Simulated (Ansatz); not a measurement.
**CuPS (SMILES [P]1=[S+][Cu-]1) (triplet): density, localisation and related maps**

The calculation's input:

```
basis:
  gaussian:
    orbitals: def2-TZVPD
crystal:
  periodic: [false, false, false]
  atoms:
    - symbol: Cu
      position_ang: [-1.817482, 0.702738, -0.152618]
    - symbol: P
      position_ang: [-3.675698, 1.751075, 0.396206]
    - symbol: S
      position_ang: [-1.884978, 2.748755, 0.880913]
magnetization:
  spin_polarized: true
  initial_magnetization: 2
hamiltonian:
  xc: {name: PBE0}
output:
  forces: true
  orbitals: {seedname: orbitals}
```

Launched as:

```sh
ansatz run input.yaml --threads 1 --pin off --max-ram 2610MiB --events-out events.jsonl --progress --plain --runs-dir runs
```

Geometry: PBE-D3(BJ)/def2-SVP.

Level of theory: Ansatz, isolated molecule in a Gaussian basis; Kohn-Sham density functional theory, functional PBE0.

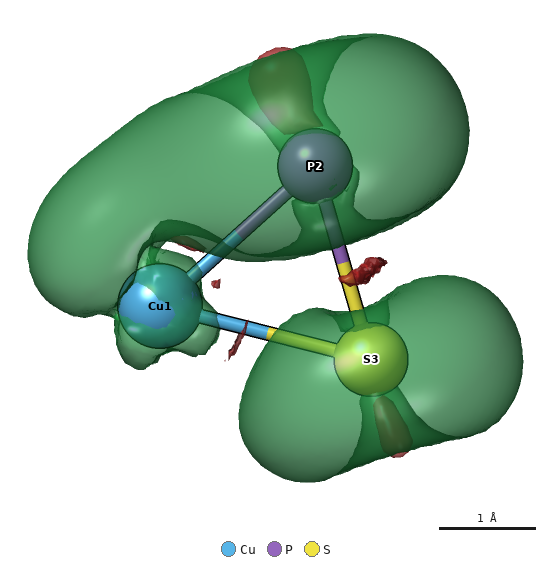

Figure 1. Isosurfaces of the spin density (α minus β) at +0.015 (green) and −0.015 e/Å³ (red), seen across its widest extent.

Describe the spin distribution.

Answer. The unpaired spin (2 electrons) lies mostly on P2 (about 1.1), S3 (about 0.6) and Cu1 (about 0.3), in electrons by Hirshfeld's partition.

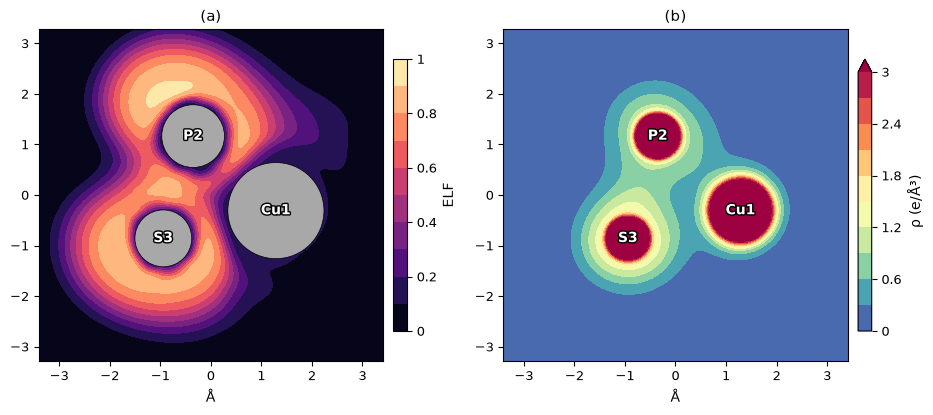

Figure 2. (a) ELF; (b) total electron density on the molecular plane. Grey discs cover the atomic cores in the ELF map.

Describe what can be read from this map.

Answer.
- The plane passes through Cu, P and S nuclei.
- P–S (2.11 Å): the density is about 0.89 e/Å³ at the midpoint; the ELF peaks at about 0.80 between the atoms: localised, covalent bonding.
- Cu–P (2.20 Å): ρ is about 0.56 e/Å³ halfway; the ELF peaks at about 0.65 in the valence shell of P, 0.9 Å from its nucleus, and is about 0.45 at the midpoint.
- Cu–S (2.29 Å): ρ is about 0.51 e/Å³ halfway; the ELF peaks at about 0.75 in the valence shell of S, 0.9 Å from its nucleus, and is about 0.40 at the midpoint.

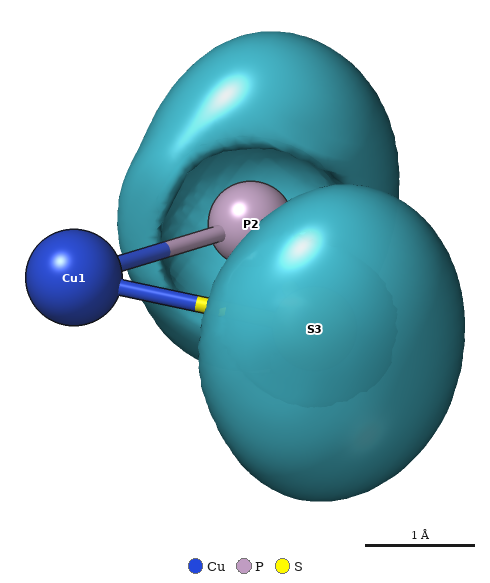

Figure 3. Isosurface of the ELF at 0.75 (cyan), seen at an oblique angle. Only the valence region is drawn (cores and ρ < 0.01 e/Å³ removed).

Identify the bonds, lone pairs and shells in this picture.

Answer. At this value the surface marks out one region on S in which the atom's valence shell and bonds are merged and one region wrapped around P (its valence shell).
